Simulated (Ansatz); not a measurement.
# Geometry relaxation of CH₈ClNOSi (part 2 of 2)

The same run, continued: CH₈ClNOSi; RKS B3LYP-D4/def2-SVP (Ansatz 0.2.0). The input holds or restrains some coordinates. It belongs to a series of runs on one base structure; here: pulled along the bonds that form and break, towards end B.

Geometry of the input (Å):
```
Si -0.3343  0.1691  1.3828
N  0.5332  -0.4840  -0.4400
C  0.1329  0.2148  -1.6382
H  -0.3024  1.6108  1.4634
H  -0.1616  -0.9710  2.2646
O  -1.8996  0.1367  0.9062
H  1.7275  -0.1526  0.0519
Cl 2.1323  0.3991  1.6680
H  0.5118  -1.4882  -0.5603
H  0.1975  1.2849  -1.4567
H  -0.9019  -0.0279  -1.8985
H  0.7756  -0.0397  -2.4859
H  -2.4110  -0.6521  0.7427
```

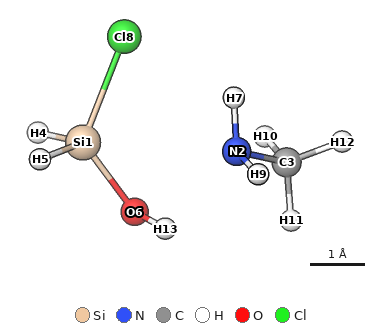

*The geometry at step 12 of the log (ball-and-stick view, seen at a tilt; atoms are numbered from 1 in the order of the input).*

Trajectory as extended XYZ, continued:
```
13
Properties=species:S:1:pos:R:3:forces:R:3 step=4 energy=-25096.37921
Si   -0.3268    0.3312    1.8235   -0.5473  -1.0062  -2.5881
N     0.8119   -0.6359   -0.7937   -0.7620   0.2543   1.9530
C     0.1653    0.2031   -1.7502    0.4653  -0.1764  -0.4407
H    -0.3452    1.7465    1.5583   -0.4516   0.9621   0.6284
H    -0.2150   -1.0059    2.3977   -0.4971  -0.2645   0.8891
O    -1.8271    0.1611    0.9591    0.7746   0.1737   0.4294
H     1.6970   -0.3511   -0.4061    0.1901  -0.1415  -0.0026
Cl    1.8232    0.5141    2.0755    0.4142  -0.0467   0.0226
H     0.5178   -1.5838   -0.6249    0.1138  -0.1677  -0.2305
H     0.2074    1.2696   -1.4603    0.0837  -0.1338  -0.0463
H    -0.9001   -0.0410   -1.8877    0.1134  -0.1265   0.0453
H     0.7306    0.0383   -2.6737   -0.4672   0.6198  -0.9337
H    -2.3390   -0.6463    0.7824    0.5700   0.0535   0.2740
13
Properties=species:S:1:pos:R:3:forces:R:3 step=5 energy=-25096.83777
Si   -0.3296    0.3447    1.8124    0.3093  -0.3226  -0.6547
N     0.8422   -0.6781   -0.8398   -0.5562   0.7369   1.0054
C     0.1939    0.1871   -1.7997    0.3377  -0.3006  -0.0318
H    -0.4568    1.8182    1.7011   -0.0718   0.0946   0.7265
H    -0.3437   -0.9692    2.5294   -0.2050   0.3505   0.5237
O    -1.7626    0.1780    0.9872   -0.5800  -0.1532  -0.7791
H     1.7218   -0.3928   -0.4250   -0.0524  -0.2150  -0.1481
Cl    1.8014    0.4958    2.0561    0.3234  -0.0962  -0.2492
H     0.5465   -1.6291   -0.6885    0.1236  -0.1381  -0.2693
H     0.2261    1.2421   -1.4685    0.1161  -0.1211  -0.0610
H    -0.8766   -0.0580   -1.8935    0.0821  -0.0874  -0.0353
H     0.6826    0.1075   -2.7912   -0.2858   0.2269  -0.1665
H    -2.2452   -0.6462    0.8200    0.4591   0.0253   0.1394
13
Properties=species:S:1:pos:R:3:forces:R:3 step=7 energy=-25097.59350
Si   -0.3561    0.3864    1.8746   -0.0875  -0.0352   0.1129
N     0.7873   -0.6739   -0.8121    0.0132  -0.2098   0.8108
C     0.1966    0.1677   -1.8176   -0.0325   0.0379  -0.2609
H    -0.5585    1.8676    2.0623   -0.0532  -0.5136   0.3989
H    -0.5039   -0.7836    2.8294   -0.1079   0.6413   0.0265
O    -1.6374    0.1564    0.8269    0.0689   0.1099  -0.2241
H     1.7483   -0.4677   -0.5295   -0.3252  -0.1592  -0.3011
Cl    1.7830    0.4544    1.9248   -0.1191  -0.0829  -0.2921
H     0.5961   -1.6768   -0.8484    0.2158   0.3402  -0.3312
H     0.2527    1.2222   -1.4974    0.0294  -0.0200  -0.0217
H    -0.8764   -0.0634   -1.9064    0.0005   0.0205  -0.0083
H     0.6396    0.1119   -2.8384    0.0051  -0.0792   0.0983
H    -2.0712   -0.7014    0.7320    0.3926  -0.0499  -0.0080
13
Properties=species:S:1:pos:R:3:forces:R:3 step=8 energy=-25097.87885
Si   -0.3803    0.4159    1.9123    0.0649   0.0716   0.4359
N     0.7452   -0.6824   -0.7805    0.4457  -0.7477   0.2416
C     0.1905    0.1567   -1.8144   -0.1174   0.1973  -0.2689
H    -0.6197    1.8555    2.2471   -0.0267  -0.3482   0.1485
H    -0.5673   -0.6688    2.9379   -0.0823   0.3462  -0.0484
O    -1.5763    0.1688    0.7824   -0.0555  -0.0146  -0.0778
H     1.7437   -0.5165   -0.5983   -0.4587  -0.0055  -0.1670
Cl    1.7483    0.4409    1.8480   -0.2371   0.0368  -0.1458
H     0.6330   -1.6892   -0.9605    0.0541   0.4328  -0.1439
H     0.2619    1.2132   -1.5050    0.0176  -0.0179  -0.0064
H    -0.8850   -0.0557   -1.9168   -0.0107   0.0276  -0.0191
H     0.6456    0.0842   -2.8279    0.0335  -0.0992   0.1082
H    -1.9395   -0.7225    0.6758    0.3726   0.1207  -0.0568
13
Properties=species:S:1:pos:R:3:forces:R:3 step=9 energy=-25098.01870
Si   -0.3763    0.4289    1.9474   -0.0766   0.3106   0.5134
N     0.6952   -0.7207   -0.7651    0.3033  -0.8531  -0.3116
C     0.1732    0.1461   -1.8089   -0.0609   0.1265  -0.1530
H    -0.6570    1.8308    2.3670   -0.0024  -0.1776   0.0533
H    -0.6171   -0.6106    2.9950    0.0989   0.0775  -0.0681
O    -1.5274    0.2000    0.7721   -0.1830  -0.5197  -0.1118
H     1.6914   -0.5456   -0.6027   -0.2266   0.0177   0.0071
Cl    1.7415    0.4948    1.8125   -0.3066  -0.0130  -0.0916
H     0.6357   -1.7125   -1.0492    0.0107   0.4741   0.0436
H     0.2600    1.1992   -1.4925    0.0092  -0.0529   0.0182
H    -0.9030   -0.0470   -1.9409    0.0039   0.0330  -0.0269
H     0.6583    0.0618   -2.8070   -0.0087  -0.0542   0.1142
H    -1.7744   -0.7253    0.5723    0.4388   0.6312   0.0133
13
Properties=species:S:1:pos:R:3:forces:R:3 step=10 energy=-25098.15300
Si   -0.3685    0.4526    1.9618   -0.1025   0.4224   0.5722
N     0.6366   -0.7850   -0.7446    0.2108  -0.8179  -0.5205
C     0.1640    0.1148   -1.7950   -0.0486   0.1610   0.0050
H    -0.7235    1.7844    2.5388    0.0592  -0.2215   0.0013
H    -0.5346   -0.6711    2.9329    0.1102   0.0289  -0.1381
O    -1.5002    0.2970    0.7589   -0.1277  -0.3432  -0.0359
H     1.6293   -0.6204   -0.5614   -0.1473   0.0779   0.1021
Cl    1.7321    0.6600    1.7357   -0.3554  -0.0040  -0.1187
H     0.5972   -1.7613   -1.0772   -0.0305   0.3684   0.0640
H     0.2067    1.1553   -1.4301    0.0027  -0.0853  -0.0089
H    -0.8969   -0.0923   -2.0138    0.0566   0.0190  -0.0058
H     0.7209    0.0788   -2.7560   -0.0057  -0.0866   0.0938
H    -1.6631   -0.6129    0.4500    0.3783   0.4810  -0.0104
13
Properties=species:S:1:pos:R:3:forces:R:3 step=11 energy=-25098.26987
Si   -0.3727    0.4738    1.9692   -0.0293   0.3237   0.6236
N     0.5911   -0.8307   -0.7234    0.0250  -0.5673  -0.6095
C     0.1548    0.0974   -1.7731   -0.0277   0.1047  -0.0227
H    -0.7684    1.7526    2.6439    0.0710  -0.3048  -0.0455
H    -0.4589   -0.7233    2.8679    0.0899   0.1385  -0.1766
O    -1.4968    0.3526    0.7578   -0.0918  -0.8968  -0.3918
H     1.5792   -0.6726   -0.5231   -0.0523   0.0848   0.1925
Cl    1.7123    0.7806    1.6793   -0.4137   0.0094  -0.1261
H     0.5553   -1.7918   -1.0851   -0.0288   0.1741   0.0342
H     0.1919    1.1309   -1.3872    0.0046  -0.1241  -0.0185
H    -0.9000   -0.1017   -2.0368    0.1286   0.0303   0.0195
H     0.7475    0.0693   -2.7138   -0.0458  -0.0646   0.1302
H    -1.5353   -0.5370    0.3246    0.3702   1.0921   0.3908
13
Properties=species:S:1:pos:R:3:forces:R:3 step=12 energy=-25098.40731
Si   -0.3696    0.4771    1.9795   -0.0531   0.3122   0.3554
N     0.5288   -0.8690   -0.7112    0.1323  -0.3740  -0.5302
C     0.1478    0.0835   -1.7613   -0.0225   0.0520  -0.0878
H    -0.7949    1.6871    2.7167   -0.0273  -0.0198   0.1314
H    -0.3996   -0.7480    2.8184    0.1471  -0.0602  -0.0450
O    -1.4878    0.3768    0.7641    0.0824  -0.7640  -0.5141
H     1.5050   -0.7061   -0.4525   -0.1553   0.0516   0.1906
Cl    1.6839    0.9021    1.6254   -0.3794  -0.0693  -0.1378
H     0.5180   -1.8165   -1.0981   -0.0344   0.0230   0.0110
H     0.1871    1.1092   -1.3620    0.0207  -0.0725   0.0098
H    -0.8978   -0.0979   -2.0648    0.0624   0.0303  -0.0118
H     0.7710    0.0514   -2.6794   -0.0141  -0.0430   0.1011
H    -1.3920   -0.4498    0.2253    0.2412   0.9337   0.5275
13
Properties=species:S:1:pos:R:3:forces:R:3 step=13 energy=-25098.55146
Si   -0.3844    0.5029    1.9926    0.0314   0.0677   0.4589
N     0.4473   -0.8975   -0.6973    0.2127  -0.4236  -0.7137
C     0.1418    0.0703   -1.7621    0.0044   0.0358  -0.1272
H    -0.8622    1.6412    2.8214    0.0186  -0.1268   0.0003
H    -0.2823   -0.7799    2.7511   -0.0124   0.1152  -0.0522
O    -1.4567    0.3906    0.7445    0.0584  -0.3203  -0.2363
H     1.4083   -0.7422   -0.3784   -0.2116   0.0684   0.2026
Cl    1.6418    0.9973    1.5841   -0.3213   0.0403  -0.1312
H     0.4610   -1.8390   -1.1013   -0.0742   0.0438   0.0674
H     0.1940    1.0894   -1.3532    0.0206  -0.0185   0.0130
H    -0.8935   -0.0811   -2.1128    0.0643   0.0203  -0.0125
H     0.8060    0.0214   -2.6486   -0.0022  -0.0427   0.0917
H    -1.2212   -0.3735    0.1599    0.2114   0.5403   0.4391
13
Properties=species:S:1:pos:R:3:forces:R:3 step=15 energy=-25098.68575
Si   -0.3784    0.4810    2.0557   -0.3342   0.3090   0.0162
N     0.2515   -0.8635   -0.7100    0.5203  -0.4277  -0.7808
C     0.1762    0.0726   -1.8419    0.0148  -0.1554  -0.0932
H    -0.9201    1.4909    2.9984   -0.0058  -0.0539  -0.0070
H    -0.0989   -0.8124    2.7379    0.1025   0.0073   0.0191
O    -1.3939    0.3088    0.7727   -0.0890   0.3633   0.7815
H     1.1435   -0.7344   -0.2279   -0.0290  -0.0129   0.0779
Cl    1.5282    1.2373    1.4771   -0.1963  -0.1181   0.0289
H     0.2218   -1.8359   -1.0183    0.0066  -0.0061  -0.1108
H     0.2699    1.0969   -1.4545    0.0084  -0.0160  -0.0071
H    -0.8146   -0.0194   -2.3142    0.0459   0.0464  -0.0405
H     0.9522   -0.0895   -2.6156   -0.0665   0.0280   0.0803
H    -0.9374   -0.3326    0.1404    0.0223   0.0360   0.0353
13
Properties=species:S:1:pos:R:3:forces:R:3 step=16 energy=-25098.73309
Si   -0.3877    0.5099    2.0354    0.0956  -0.0184   0.5581
N     0.2212   -0.8951   -0.7128    0.1727  -0.2057  -0.6152
C     0.2208    0.0648   -1.8329   -0.0161  -0.1125   0.0248
H    -0.9328    1.4335    3.0665    0.0948  -0.0154  -0.1049
H     0.0739   -0.7808    2.6477   -0.1835   0.1319  -0.0615
O    -1.5027    0.3210    0.8475    0.3032   0.0008   0.0307
H     1.0895   -0.8044   -0.1783   -0.0460   0.0295  -0.0659
Cl    1.4763    1.2999    1.3669   -0.3025   0.0784   0.0045
H     0.1952   -1.8557   -1.0630   -0.0482   0.0590   0.0413
H     0.3195    1.0791   -1.4216    0.0223   0.0023  -0.0169
H    -0.7477    0.0127   -2.3620    0.1263  -0.0163   0.0533
H     1.0310   -0.0958   -2.5710   -0.0585   0.0088   0.0781
H    -1.0567   -0.2892    0.1775   -0.1602   0.0575   0.0737
13
Properties=species:S:1:pos:R:3:forces:R:3 step=17 energy=-25098.74498
Si   -0.3744    0.4736    2.0554   -0.0794   0.3766   0.2948
N     0.2192   -0.8832   -0.7122   -0.1343  -0.2794  -0.6245
C     0.2505    0.0615   -1.8401   -0.0508  -0.0279   0.0550
H    -0.8633    1.4212    3.0896    0.0347  -0.1109   0.0151
H     0.0617   -0.8334    2.6480   -0.0021   0.1784  -0.1090
O    -1.5317    0.3314    0.8994    0.2077  -0.2290  -0.0243
H     1.0775   -0.7997   -0.1721    0.1645   0.0353   0.0606
Cl    1.3886    1.3700    1.2732   -0.1066  -0.1025   0.1683
H     0.1839   -1.8457   -1.0564   -0.0270   0.0529   0.0487
H     0.3517    1.0809   -1.4418    0.0104  -0.0099  -0.0095
H    -0.7037    0.0125   -2.3908    0.0586  -0.0217   0.0275
H     1.0727   -0.1151   -2.5573    0.0103  -0.0020   0.0096
H    -1.1326   -0.2741    0.2051   -0.0861   0.1402   0.0879
13
Properties=species:S:1:pos:R:3:forces:R:3 step=18 energy=-25098.75327
Si   -0.3741    0.4820    2.0540    0.1111   0.2029   0.4024
N     0.1903   -0.8746   -0.7157    0.1170  -0.1405  -0.3836
C     0.2571    0.0581   -1.8471   -0.0012  -0.0840  -0.0701
H    -0.8560    1.3869    3.1236   -0.0298  -0.0117  -0.0123
H     0.1009   -0.8152    2.6170    0.0093   0.0372  -0.0239
O    -1.5340    0.3078    0.9148   -0.1652   0.2431   0.1896
H     1.0456   -0.7849   -0.1639   -0.0035  -0.0553   0.0051
Cl    1.3860    1.3871    1.2820   -0.1327  -0.0283   0.0955
H     0.1477   -1.8416   -1.0396   -0.0055  -0.0025  -0.0197
H     0.3471    1.0831   -1.4599   -0.0157  -0.0185   0.0038
H    -0.6742   -0.0067   -2.4304   -0.0002   0.0291  -0.0114
H     1.1045   -0.1278   -2.5322    0.0047   0.0201  -0.0102
H    -1.1408   -0.2544    0.1976    0.1117  -0.1917  -0.1652
13
Properties=species:S:1:pos:R:3:forces:R:3 step=19 energy=-25098.75422
Si   -0.3716    0.4825    2.0597    0.1061   0.2756   0.2854
N     0.1940   -0.8667   -0.7098    0.0012  -0.2869  -0.4576
C     0.2547    0.0383   -1.8633    0.0146   0.1281   0.1326
H    -0.8587    1.3501    3.1558    0.0005   0.0000   0.0174
H     0.1062   -0.8340    2.5665   -0.0284  -0.0012   0.0034
O    -1.5325    0.3684    0.9103   -0.0024  -0.0424   0.0467
H     1.0447   -0.7603   -0.1546    0.0224  -0.0362  -0.0184
Cl    1.3949    1.3971    1.3112   -0.1482  -0.0244   0.1008
H     0.1588   -1.8397   -1.0174    0.0091  -0.0128   0.0363
H     0.3200    1.0659   -1.4771    0.0090   0.0330  -0.0849
H    -0.6722   -0.0387   -2.4524    0.0154  -0.0372  -0.0023
H     1.1156   -0.1331   -2.5351   -0.0142  -0.0242  -0.0108
H    -1.1540   -0.2298    0.2064    0.0149   0.0288  -0.0485
```

Key numbers:

| quantity | value |
| --- | --- |
| outcome | converged under the restraints of the input |
| total energy | −25098.7545 eV |
| mean-field energy | −25098.3103 eV |
| largest force (length of the vector) at the end, held atoms and coordinates included | 0.540 eV/Å |
| hardware | 2 threads of AMD EPYC (Zen 5), 16 GiB of memory available, shared host |
| wall time | 37 s (CPU time 70 s) |
| peak memory | 0.3 GiB |
